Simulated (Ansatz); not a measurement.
## Si2H5Cl: nudged elastic band (part 2 of 2)

Si2H5Cl; RKS BLYP/def2-SVP (Ansatz 0.2.0). The run did not end well. One setting was made poor on purpose. It belongs to a series of runs on one base structure; here: band between the two ends.

Geometry of the input (Å):
```
Si 0.3870  0.0082  -0.0643
Si 1.0190  0.0025  2.2168
H  -0.1878  -0.2132  3.0812
H  2.0063  -1.1031  2.4646
H  1.6519  1.3157  2.5700
H  1.5777  0.1829  -0.9610
Cl -0.9353  1.6179  -0.3919
H  -0.3122  -1.2642  -0.4446
```

**Log, continued**
```
NEB iter  59: max|band force component| = 4.852e-1 eV/Å  barrier→ = 1.9205 eV  barrier← = 0.4050 eV  CI = image 3  Δτ_max = 0.0076 Å  (95 SCF iters)
the calculation of the forces begins
reference -28348.91004916 eV, -1041.8032287254 hartree; 25, 25 occupied and 54, 54 virtual orbitals, 877 factors
these checks for a lower state are left out or cut short: starts, cluster_reference, orbital_swaps, neighbouring_geometries, increment
877 factors; their error is unknown
mean field -28348.96280960 eV, -1041.8051676356 hartree, gradient 4.2e-5 eV, S^2 0.000000; 0 other end points of the search recorded, 0 dependent functions left out
the calculation of the forces begins
reference -28348.96316884 eV, -1041.8051808373 hartree; 25, 25 occupied and 54, 54 virtual orbitals, 877 factors
NEB iter  60: max|band force component| = 4.881e-1 eV/Å  barrier→ = 1.9168 eV  barrier← = 0.4014 eV  CI = image 3  Δτ_max = 0.0077 Å  (96 SCF iters)
```

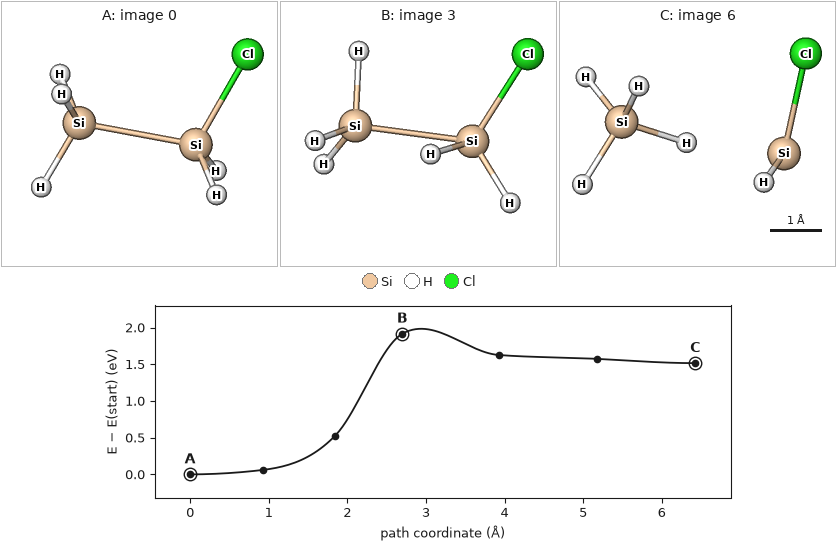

**Figure 1.** Images of the last band (counted from 0; ball-and-stick, seen at a tilt) above the energy along the path; the line is a cubic interpolation that uses the forces. The highest image is number 3, 1.917 eV above the start and 0.401 eV above the end (the climbing image); the end lies 1.515 eV above the start. The path is 6.43 Å long. The band had not converged after 60 iterations.

```
Unfinished report: {"positions_ang":[[-0.34252851775706256,0.08026495202989707,0.22858338117234359],[1.0992616233603125,-0.01778124836041615,2.1041672108496785],[0.3347207239855868,-0.7165843403200276,3.178864696904758],[2.4930418284027978,-0.607773587041457,2.100979024622739],[1.2448000934558292,1.4663676898431448,2.214439253242337],[1.17336022981473,-0.4916886685485217,0.19308835215520231],[-0.15257267667114116,1.8896063852561074,-0.8534933547096265],[-0.6433833145910541,-1.055712182858727,-0.6958295542374323]],"unchecked":["starts","cluster_reference","orbital_swaps","neighbouring_geometries","increment"],"mean_field":{"relativity":"none","state":{"energy":{"ev":-28348.619860041694,"hartree":-1041.7925644718437},"converged":true,"gradient_ev":0.00001941828059506401,"stability":{"kind":"minimum","curvature_ev":59.88026151400278},"curvature_floor_ev":0.00030000000000000003,"spin_squared":7.105427357601002e-15},"others":[],"fillings":{"estimated":0,"unestimated":0,"tried":0,"untried":0,"excluded_magnetic_sites":0},"n_dropped_functions":0,"n_trapped_functions":0,"passes":{"evaluations":3,"products":19},"factors":{"origin":"density fitting in generated functions","count":877,"bound_ev":null},"gradient_stop_ev":0.00009,"reference_kind":"stationary","functional":{"name":"BLYP","citations":["Becke, Phys. Rev. A 38, 3098 (1988) doi:10.1103/PhysRevA.38.3098","Lee, Yang & Parr, Phys. Rev. B 37, 785 (1988) doi:10.1103/PhysRevB.37.785"],"text":"name \"BLYP\"\ncite \"Becke, Phys. Rev. A 38, 3098 (1988) doi:10.1103/PhysRevA.38.3098\"\ncite \"Lee, Yang & Parr, Phys. Rev. B 37, 785 (1988) doi:10.1103/PhysRevB.37.785\"\nparameter beta = 0.0042\nparameter a = 0.04918\nparameter b = 0.132\nparameter c = 0.2533\nparameter d = 0.349\nexchange = b88_x(beta = beta)\ncorrelation = lyp_c(a = a, b = b, c = c, d = d)\n","parameters":{"a":{"value":0.04918,"default":0.04918},"b":{"value":0.132,"default":0.132},"beta":{"value":0.0042,"default":0.0042},"c":{"value":0.2533,"default":0.2533},"d":{"value":0.349,"default":0.349}},"final_grid":{"core_spheres":13.0,"valence_spheres":11.0,"degree":36.0},"final_grid_parameter_source":"default","radial_points_factor":1.0,"radial_grid_error_ev":9.346635839739679e-7,"grid_sensitivity":"normal","grid_sensitivity_ratio":0.0018663373341989008},"unsmoothed_excess_ev":-0.0003352031459551064,"symmetry":{"irreps":["A"],"axes":[[0.9968421824399809,-0.05814838228101865,-0.054077989481822276],[0.055468979013817865,0.9972179734267579,-0.049794636677002554],[0.05682302064709511,0.046637743435232484,0.9972943723955376]],"occupied":[{"A":25},{"A":25}]},"density_repulsion":{"missed_ev":0.00007607659075577463,"excess_ev":0.00007607659075577463,"most_excess_ev":0.00065,"are_drawn_again":false,"n_first_factors":877,"energy_change_ev":0.0,"n_dropped_ends":0},"direct_passes":"host"},"factors":{"origin":"density fitting in generated functions","count":877,"bound_ev":null},"n_frozen":0,"n_occupied":[25,25],"n_virtual":[54,54],"reference":{"ev":-28348.619860041694,"hartree":-1041.7925644718437},"total":{"ev":-28348.619860041694,"hartree":-1041.7925644718437},"forces_ev_per_angstrom":[[0.4559227206714773,-0.12385837820026187,0.02450633365992164],[-0.2169400842827733,0.05246694041058785,0.08484534408708075],[0.04061298153436269,0.048530726721850395,0.32564356161990715],[-0.21711585553933807,-0.032774256502238995,-0.1455182826567928],[0.038890137268967145,0.04247160175142834,0.23446549720034776],[0.15299747229678637,0.10551367271252075,-0.44836165291542857],[-0.049238871795666675,-0.04503967313062044,-0.049679174076248465],[-0.20512850016318535,-0.04731063376549213,-0.025901626919609108]],"charge_distribution":{"dipole_moment_e_ang":[0.04553131325394676,-0.2330279742053376,0.2506686875003895],"mulliken_charges_e":[0.23401393384815528,0.29481047058809473,-0.05568120894828943,-0.060426858379882376,-0.04499427197329853,-0.09820836970092439,-0.23324362478948046,-0.036270070644389696],"lowdin_charges_e":[-0.028817303237001823,0.29275524817378695,-0.07283580993442662,-0.0829105918559625,-0.050055467742419424,-0.031016509739877574,0.03125764496154915,-0.05837721062563617]},"n_threads":1,"memory_gib":1.7045454550534487,"seconds":{"hamiltonian":1.701468226,"orbitals":0.0,"second_order":0.0,"solver_start":0.0,"cycles":0.0,"cycle":0.0,"perturbative":0.0,"full_ci_increment":0.0,"forces":0.0}}
this run last wrote the band of iteration 60 to [file]
Error: NEB band did not converge after 60 iterations: max|band force component| = 4.88e-1 eV/Å (threshold 3.0e-2); raise `neb.max_iterations` in a new run, which can start from the last band evaluated (`neb.initial_path`, with `crystal.atoms` and `neb.final_atoms` set to its first and last images), add images, or start from endpoints closer to local minima. Where this run's directory can be resumed (`checkpoint.write`), a resume goes on for up to `neb.max_iterations` more; to start a new run from the last band, take its images' positions from the `neb_iteration` event of iteration 60 (`data.images[].positions_ang`), in the event stream of the run that computed that iteration (not this run's, if it was resumed behind it). With `checkpoint.write`, `steps/00-neb/state/checkpoint.json` in the run directory holds the last saved band, under `neb.evaluated.images[].positions_ang` (a band under a hybrid functional on support functions is neither saved nor resumed: `neb.initial_path` says where its path is): check the last entry of `neb.iterations` there, which is earlier than 60 if that iteration was not saved or its write failed. If the band's step has no `state` directory and holds `state.next`, a write was cut short, and the file is under `state.next` instead (behind a loss of power it can be under `state.prev`)
this run wrote the band of iteration 60 to [file] as well, whether or not its events were kept: a new run's `neb.initial_path` can list its `images[].positions_ang`
a run's events are kept only if it was started with --events-out <file>, and are in that file
```

**The last band as extended XYZ (Å, eV, eV/Å)**
```
8
Properties=species:S:1:pos:R:3:forces:R:3 image=0 energy=-28350.53636
Si    0.3870    0.0082   -0.0643   -0.0013   0.0044   0.0020
Si    1.0190    0.0025    2.2168   -0.0041   0.0008  -0.0151
H    -0.1878   -0.2132    3.0812   -0.0028   0.0009   0.0032
H     2.0063   -1.1031    2.4646    0.0032  -0.0046   0.0089
H     1.6519    1.3157    2.5700    0.0050   0.0015   0.0035
H     1.5777    0.1829   -0.9610   -0.0043   0.0007  -0.0016
Cl   -0.9353    1.6179   -0.3919    0.0015  -0.0064   0.0010
H    -0.3122   -1.2642   -0.4446    0.0027   0.0026  -0.0020
8
Properties=species:S:1:pos:R:3:forces:R:3 image=1 energy=-28350.47432
Si    0.3008    0.0134   -0.0329    0.0467  -0.0140  -0.0220
Si    0.9795    0.0170    2.2404    0.0176   0.0016  -0.0078
H     0.0045   -0.5718    3.2177   -0.0524   0.0364  -0.0512
H     2.2202   -0.8325    2.2282    0.0077  -0.0159   0.0855
H     1.3499    1.4061    2.6680   -0.0038   0.0042   0.0087
H     1.5909   -0.1115   -0.7854   -0.0100  -0.0002  -0.1365
Cl   -0.6582    1.7735   -0.6773   -0.0178  -0.0035   0.0887
H    -0.5809   -1.1476   -0.3879    0.0121  -0.0085   0.0347
8
Properties=species:S:1:pos:R:3:forces:R:3 image=2 energy=-28350.00999
Si    0.0832   -0.0146    0.0627    0.6039  -0.1656  -0.2471
Si    0.9906    0.0104    2.2262   -0.1459   0.0572   0.1753
H     0.2537   -0.7461    3.2790   -0.0933   0.1356   0.2778
H     2.3719   -0.5827    2.0928   -0.1928  -0.0190  -0.0018
H     1.1657    1.4789    2.4631   -0.0404   0.0344   0.3270
H     1.4537   -0.4181   -0.3313    0.3498   0.0151  -0.8902
Cl   -0.3335    1.8777   -0.7591   -0.1263  -0.0781   0.1274
H    -0.7786   -1.0588   -0.5625   -0.3549   0.0205   0.2316
8
Properties=species:S:1:pos:R:3:forces:R:3 image=3 energy=-28348.61952
Si   -0.3425    0.0803    0.2286    0.4559  -0.1239   0.0245
Si    1.0993   -0.0178    2.1042   -0.2169   0.0525   0.0848
H     0.3347   -0.7166    3.1789    0.0406   0.0485   0.3256
H     2.4930   -0.6078    2.1010   -0.2171  -0.0328  -0.1455
H     1.2448    1.4664    2.2144    0.0389   0.0425   0.2345
H     1.1734   -0.4917    0.1931    0.1530   0.1055  -0.4484
Cl   -0.1526    1.8896   -0.8535   -0.0492  -0.0450  -0.0497
H    -0.6434   -1.0557   -0.6958   -0.2051  -0.0473  -0.0259
8
Properties=species:S:1:pos:R:3:forces:R:3 image=4 energy=-28348.90970
Si   -0.8865    0.2882    0.0283   -0.0981   0.0327  -0.0499
Si    1.3329   -0.0499    2.1536    0.0570  -0.0191   0.0240
H     0.2802   -0.7374    2.9606    0.0238  -0.0201  -0.0259
H     2.6411   -0.7721    2.2480    0.0695   0.0051   0.0783
H     1.4657    1.3895    2.5268    0.0035  -0.0065  -0.0052
H     0.9894   -0.1448    0.6695   -0.0300  -0.0175   0.0683
Cl   -0.1082    1.6227   -1.4559   -0.0102  -0.0175  -0.0521
H    -0.5080   -1.0495   -0.6601   -0.0155   0.0429  -0.0376
8
Properties=species:S:1:pos:R:3:forces:R:3 image=5 energy=-28348.96281
Si   -0.8849    0.2913   -0.4274   -0.0283   0.0025  -0.0523
Si    1.2322    0.0330    2.2979    0.0113  -0.0001   0.0220
H     0.2419   -0.6879    3.1542    0.0211  -0.0078   0.0350
H     2.4138   -0.8206    1.9738    0.0173  -0.0118  -0.0063
H     1.6435    1.3381    2.8983    0.0132  -0.0026   0.0482
H     0.5002    0.3905    1.0099   -0.0299   0.0396   0.0259
Cl    0.4185    1.1676   -1.8851    0.0005  -0.0179  -0.0462
H    -0.3586   -1.1652   -0.5508   -0.0052  -0.0019  -0.0263
8
Properties=species:S:1:pos:R:3:forces:R:3 image=6 energy=-28349.02088
Si   -0.6909    0.3184   -0.5956    0.0218  -0.0055  -0.0105
Si    1.0659    0.1040    2.2282    0.0036   0.0035  -0.0049
H     0.3991   -0.7786    3.2356   -0.0010   0.0002  -0.0015
H     2.1346   -0.6140    1.4754   -0.0051   0.0044   0.0030
H     1.5868    1.3554    2.8626    0.0014  -0.0056  -0.0022
H    -0.0292    0.5898    1.2481   -0.0010  -0.0024   0.0034
Cl    1.1354    0.7560   -1.6448   -0.0174  -0.0028   0.0112
H    -0.3949   -1.1843   -0.3386   -0.0021   0.0082   0.0014
```
